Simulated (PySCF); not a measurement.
**SiH (SMILES [SiH]): U-r2SCAN/def2-SVP**

Aim: the energy change on altering one bond length of SiH at U-r2SCAN/def2-SVP, from 2 runs. 

Program for the calculation: PySCF 2.14.0.

14 further runs of the same task are left out: 1 that didn't finish, 13 set aside as unsound or not needed.

**1. The molecule**

The species is SiH (2 atoms), meant as a doublet with charge 0. SMILES: `[SiH]`. Geometry: relaxed at GFN2-xTB.

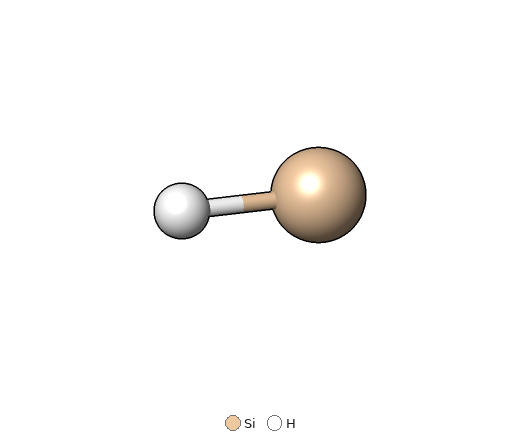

Viewed from a chosen angle; silicon light orange, hydrogen white.

**2. A single-point energy at U-r2SCAN/def2-SVP**

input.py reads:

```python
from pyscf import gto, dft

mol = gto.M(
    atom='''
Si     0.000000     0.000000     0.000000
H      0.000000     0.000000     2.865883
''',
    verbose=3,
    spin=1,
    unit='bohr',
    basis='def2-svp',
    max_memory=1860,
)

calc0 = dft.UKS(mol)
calc0.xc = 'r2scan'
calc0.conv_tol = 1e-10
calc0.grids.level = 5
calc0.kernel()
if not calc0.converged:
    calc0 = calc0.newton().run(calc0.mo_coeff, calc0.mo_occ)

energy = calc0.e_tot
print('Final energy', energy)
```

On the command line:

```bash
$ OMP_NUM_THREADS=1 python input.py
```

Log:

```text
converged SCF energy = -289.8571610336  <S^2> = 0.75715807  2S+1 = 2.0071453
Final energy -289.8571610336002
```

Wall time 3.6 s (1 thread of Arm Neoverse V1, shared host); peak memory 0.2 GiB.

**3. The distorted shape at the same level**

start.xyz reads:

```xyz
2

Si     0.000000     0.000000    -1.819840
H      0.000000     0.000000     1.516560
```

run.py reads:

```python
from pyscf import gto, dft

mol = gto.M(
    atom='start.xyz',
    verbose=4,
    charge=0,
    max_memory=1860,
    basis='def2-svp',
    spin=1,
)

calc0 = dft.UKS(mol)
calc0.xc = 'r2scan'
calc0.grids.level = 5
calc0.conv_tol = 1e-10
calc0.kernel()
if not calc0.converged:
    calc0 = calc0.newton().run(calc0.mo_coeff, calc0.mo_occ)

e_tot = calc0.e_tot
print('E(%s) = %.9f' % ('R2SCAN', e_tot))
```

On the command line:

```bash
$ OMP_NUM_THREADS=1 python run.py
```

Log:

```text
PySCF version 2.14.0

[INPUT] num. atoms = 2
[INPUT] num. electrons = 15
[INPUT] charge = 0
[INPUT] spin (= nelec alpha-beta = 2S) = 1
[INPUT] symmetry False subgroup None
[INPUT] Mole.unit = angstrom
[INPUT] Symbol           X                Y                Z      unit          X                Y                Z       unit  Magmom
[INPUT]  1 Si     0.000000000000   0.000000000000  -1.819840000000 AA    0.000000000000   0.000000000000  -3.438999190528 Bohr   0.0
[INPUT]  2 H      0.000000000000   0.000000000000   1.516560000000 AA    0.000000000000   0.000000000000   2.865883051470 Bohr   0.0

nuclear repulsion = 2.22050142455341
number of shells = 11
number of NR pGTOs = 43
number of NR cGTOs = 23
basis = def2-svp
ecp = {}

[... 35 lines left out ...]
[... the frontier-level lines of each cycle are left out ...]
[... 76 lines left out ...]
converged SCF energy = -289.752449511559  <S^2> = 1.589847  2S+1 = 2.7128192
E(R2SCAN) = -289.752449512
```

Wall time 5.1 s (1 thread of Arm Neoverse V1, shared host); peak memory 0.2 GiB.

**4. What came out**

Level: U-r2SCAN/def2-SVP.

```
                                                          quantity          value
                                         first shape: total energy  -289.85716 Eh
                                        first shape: dipole moment         0.40 D
                   first shape: HOMO energy (highest over α and β)       -4.78 eV
                    first shape: LUMO energy (lowest over α and β)       -3.97 eV
                                                 first shape: ⟨S²⟩          0.757
                                     distorted shape: total energy  -289.75245 Eh
                                    distorted shape: dipole moment         1.12 D
               distorted shape: HOMO energy (highest over α and β)       -5.10 eV
                distorted shape: LUMO energy (lowest over α and β)       -4.28 eV
                                             distorted shape: ⟨S²⟩          1.590
energy change with the Si1–H2 bond stretched from 1.517 to 3.336 Å       2.849 eV
```

**Reading.** With the Si1–H2 bond stretched from 1.517 to 3.336 Å the energy rises by 2.85 eV (275 kJ/mol). The first shape isn't relaxed at this level, so the change isn't measured from a minimum. ⟨S²⟩ (distorted shape) is 1.59 where a pure doublet has 0.75: the reference is spin-contaminated.
